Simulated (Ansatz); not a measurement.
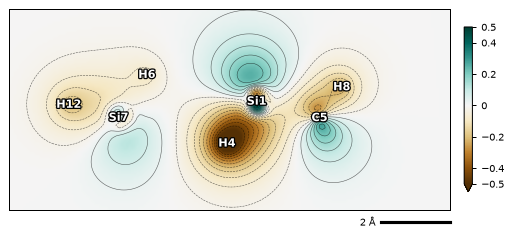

CH$_{6}$Si···SiH$_{4}$. The HOMO−1 on the plane of atoms H4, Si1 and C5 (values in Å⁻³ᐟ²; the overall sign is arbitrary).

The reactant side of a reaction path; geometry: PBE0-D4/def2-TZVP.

All numbers below come from Ansatz 0.2.0, RKS PBE0-D4/def2-TZVPP.

```xyz
13

Si   -0.1077   -0.2082    1.0305
H     0.8430   -1.3455    0.9057
H    -1.4608   -0.6826    0.6336
H     0.3103    0.8520    0.0717
C    -0.1228    0.4574    2.7786
H    -0.0341   -1.3066   -2.0359
Si    0.1834   -0.1700   -2.9669
H    -0.4284   -0.3172    3.4854
H     0.8698    0.8092    3.0684
H    -0.8194    1.2937    2.8692
H     1.5162    0.4323   -2.7137
H     0.1242   -0.6656   -4.3663
H    -0.8738    0.8511   -2.7603
```

Where does this orbital lie, and at what energy?

Answer. Its weight (Hirshfeld) is mainly on Si1 (about 35 %), H4 (about 25 %), H2 (about 10 %) and H3 (about 5 %). Its energy is −9.32 eV.
